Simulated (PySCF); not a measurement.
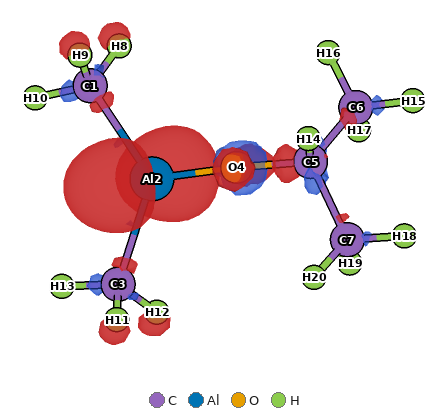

C5H13AlO, SMILES `C[Al](C)OC(C)C`. Fukui function f⁺ = ρ(N+1) − ρ(N) at fixed geometry, surfaces at ±0.03 e/Å³ (red positive, blue negative).

PySCF calculation, TPSSh/cc-pVDZ, gas phase; geometry: GFN2-xTB. No frequency check shows the geometry to be a minimum.

Geometry (Å), atoms numbered from 1:

```
C1      -2.3754    1.6555    0.1272
Al2     -1.2870   -0.0205    0.0348
C3      -2.0265   -1.8463   -0.3183
O4       0.3383    0.1224    0.2872
C5       1.7269    0.1806    0.4002
C6       2.2900    1.1826   -0.6062
C7       2.3275   -1.2076    0.1842
H8      -2.0391    2.3939   -0.6062
H9      -2.2878    2.1369    1.1055
H10     -3.4370    1.4800   -0.0529
H11     -1.8288   -2.5280    0.5138
H12     -1.5664   -2.3019   -1.1999
H13     -3.1050   -1.8423   -0.4821
H14      1.9716    0.5212    1.4181
H15      3.3680    1.2670   -0.4959
H16      1.8370    2.1581   -0.4469
H17      2.0575    0.8537   -1.6169
H18      3.4071   -1.1785    0.3067
H19      2.0879   -1.5551   -0.8183
H20      1.9047   -1.9062    0.9023
```

On which atoms does the density change most on addition of an electron?

Answer. f⁺ (Hirshfeld-condensed) is largest on Al2 (0.52); the vertical electron affinity is −1.51 eV (the stability of the anion's solution wasn't checked; negative, but this basis has no diffuse functions, so it doesn't show that the anion is unbound). Condensed values hint at sites of nucleophilic attack but needn't mark the atom that reacts. Orbital relaxation makes it negative in places (0.23 e in all).

```tsv
atom	f⁺	charge
C1	+0.03	−0.25
Al2	+0.52	+0.56
C3	+0.03	−0.25
O4	+0.02	−0.27
C5	+0.01	+0.07
C6	+0.01	−0.10
C7	+0.01	−0.10
H8	+0.04	+0.03
H9	+0.04	+0.03
H10	+0.03	+0.02
H11	+0.04	+0.03
H12	+0.04	+0.02
H13	+0.03	+0.02
H14	+0.03	+0.03
H15	+0.03	+0.03
H16	+0.01	+0.03
H17	+0.01	+0.03
H18	+0.02	+0.03
H19	+0.01	+0.03
H20	+0.01	+0.03
```

Run time: 5 min on 1 thread of Intel(R) Xeon(R) Platinum 8259CL CPU @ 2.50GHz (Skylake/Cascade Lake), with other jobs on the host, peak memory 1 GiB.
